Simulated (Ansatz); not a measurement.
FH$_{7}$OSi$_{3}$

The calculation's input:

```
crystal:
  periodic: [false, false, false]
  atoms:
    - {symbol: O, position_ang: [0.292748, 2.005545, 0.324321]}
    - {symbol: Si, position_ang: [0.406198, 0.371702, 0.450656]}
    - {symbol: F, position_ang: [1.359346, -0.003026, 1.693026]}
    - {symbol: Si, position_ang: [-1.688037, -0.595346, 0.918458]}
    - {symbol: Si, position_ang: [1.430462, -0.357124, -1.528760]}
    - {symbol: H, position_ang: [-0.195451, 2.486293, 0.995444]}
    - {symbol: H, position_ang: [-1.547325, -2.045717, 1.214063]}
    - {symbol: H, position_ang: [-2.586650, -0.428236, -0.255827]}
    - {symbol: H, position_ang: [-2.312553, 0.079797, 2.091145]}
    - {symbol: H, position_ang: [2.740230, 0.317066, -1.728777]}
    - {symbol: H, position_ang: [1.640198, -1.828287, -1.459595]}
    - {symbol: H, position_ang: [0.537935, -0.057966, -2.680253]}
basis:
  gaussian: {orbitals: def2-TZVPP}
hamiltonian: {xc: pbe0, dispersion: d4}
output: {orbitals: {seedname: orbitals}}
```

Launched as:

```sh
ansatz run in.yaml --threads 4 --pin off --events-out ev --progress --plain --max-ram 10444MiB
```

Geometry: PBE0-D4/def2-TZVP.

All numbers below come from Ansatz, RKS PBE0-D4/def2-TZVPP.

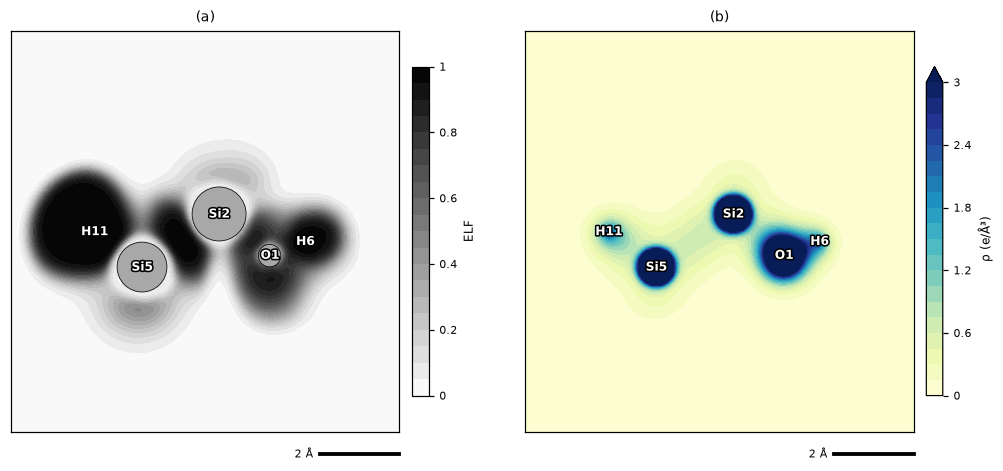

Figure 1. (a) electron localisation function; (b) electron density on the plane of atoms Si2, Si5 and H11. Grey discs cover the atomic cores in the ELF map.

Question: What does the map show?

Answer: Atoms in the plane: O, Si and H.
Si–O (1.64 Å): ρ at the midpoint is about 1.2 e/Å³; the ELF peaks at about 0.90 between the atoms (a polar covalent bond).
Si–Si (2.34 Å): ρ at the midpoint is about 0.66 e/Å³; the ELF peaks at about 1 between the atoms: a covalent bond.
O–H (0.96 Å): ρ is about 3.8 e/Å³ halfway; the ELF climbs to about 1 towards the hydrogen, as it does in any bond to H; a covalent bond by its length.
Si–H (1.49 Å): the density is about 0.8 e/Å³ at the midpoint; the ELF climbs to about 1 towards the hydrogen.
The ELF also peaks beside O1, away from the bonds: lone-pair regions.

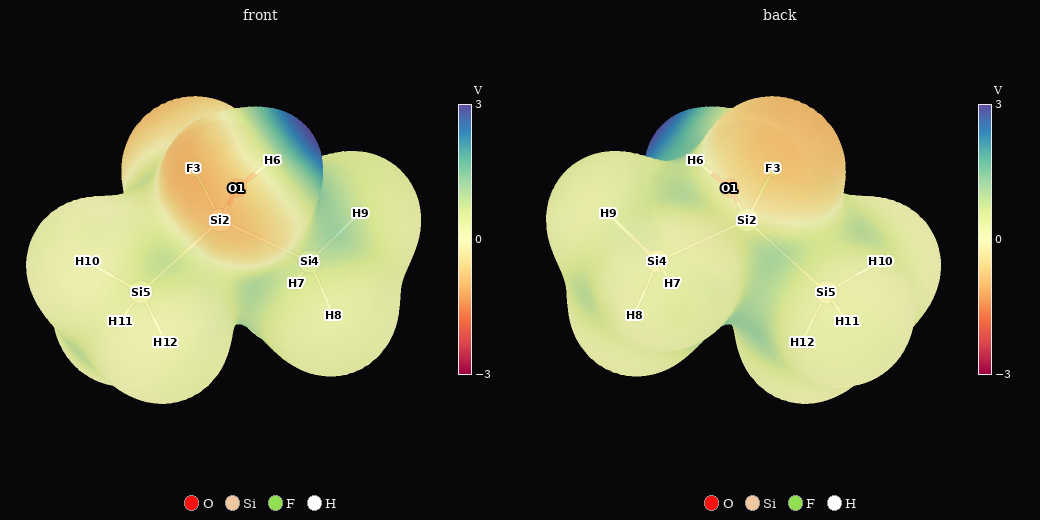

Figure 2. The electrostatic potential painted on the density surface at 0.002 e/bohr³, seen from the front and from behind; red is negative and blue positive.

Question: Which sites attract a positive test charge, and which a negative one?

Answer: A positive charge is drawn to the negative regions and a negative charge to the positive ones. The most negative region (about −1.0 V, or −23 kcal/mol for a unit charge) lies over O1, the most positive (about +2.8 V, or +65 kcal/mol for a unit charge) over H6. O1 is the likeliest acceptor of a hydrogen bond.

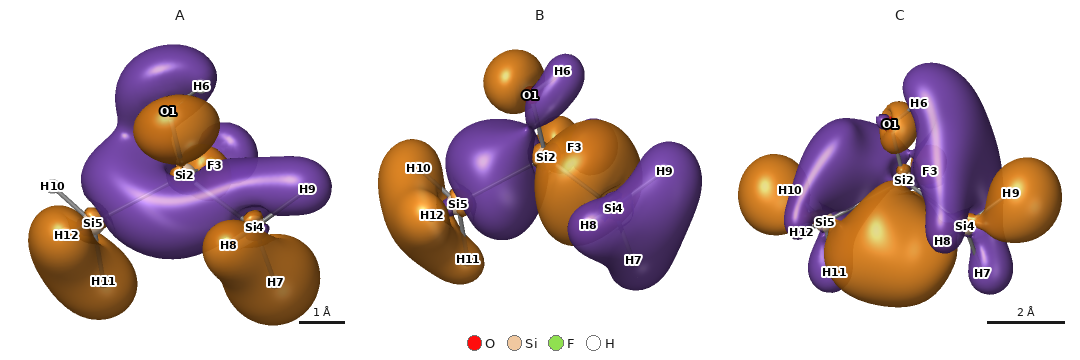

Figure 3. Three frontier orbitals at ±0.06 Å⁻³ᐟ² (orange and purple are the two phases), in no order.

Question: Which picture is the HOMO−1, the HOMO and the LUMO?

Answer: A is the HOMO−1 (−9.53 eV). Its weight (Hirshfeld) is mainly on O1 (about 25 %), Si2 (about 20 %), Si5 (about 15 %), Si4 (about 10 %) and F3 (about 5 %). B is the HOMO (−7.61 eV). It lies mainly on Si2 (about 30 %), Si4 (about 25 %), Si5 (about 20 %) and O1 (about 5 %). C is the LUMO (−0.80 eV). By Hirshfeld shares it lies mainly on Si2 (about 30 %), Si4 (about 20 %), Si5 (about 20 %) and H9 (about 5 %).

Question: What is the HOMO–LUMO gap?

Answer: 6.81 eV between the orbital energies.
